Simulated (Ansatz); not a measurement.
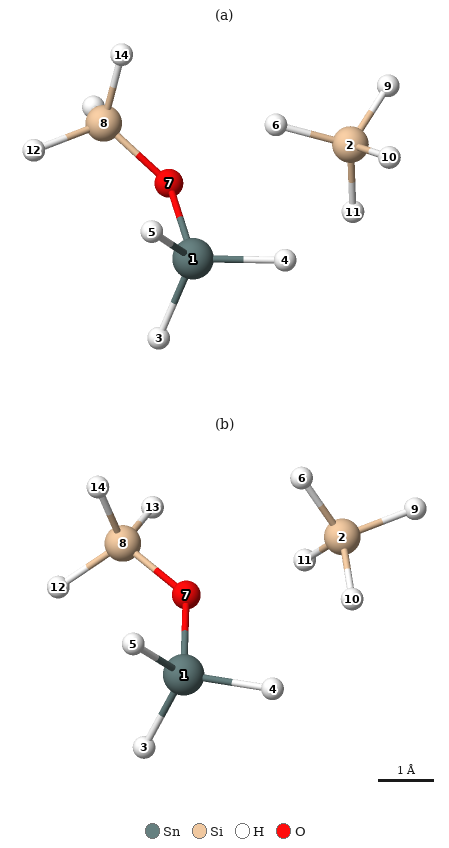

The structure of SnSi2H10O before (top) and after (bottom) a relaxation, at one scale.

A ball-and-stick model, seen at a tilt.

The run prepares an end point of a later path (reaction) calculation, from a guessed geometry.

These are results of Ansatz, RKS B3LYP-D4/def2-mTZVP, not measurements. (no spin polarisation; force threshold 0.03 eV/Å; at most 50 steps)

Summarise the run.

The energy falls by 5.33 kcal/mol in 32 accepted moves (33 points after the start). The largest force component goes from 0.79 to 0.028 eV/Å. The line search rejected the trial step at point 2 of the run. The forces were under the threshold at step 5, but the run went on from there. The largest move after the best rigid fit is that of H11, 1.65 Å. Largest moves by element: H 1.65 Å, O 0.62 Å, Si 0.53 Å, Sn 0.51 Å. Near-neighbour distances that change, for instance: Si2–H6 1.442 → 1.480 Å, Sn1–O7 2.028 → 1.997 Å. Bond angles that change, for instance: H4–Sn1–O7 106.3° → 104.2°. Groups turn about Sn1–O7 by about 25°. Cost: 2.9 min on 4 threads of Arm Neoverse N1, with other jobs on the host, peak memory 0.42 GiB.

Limits of the set-up: the start holds two separate molecules, 2.3 Å apart at their closest, whose relative position is a soft coordinate.
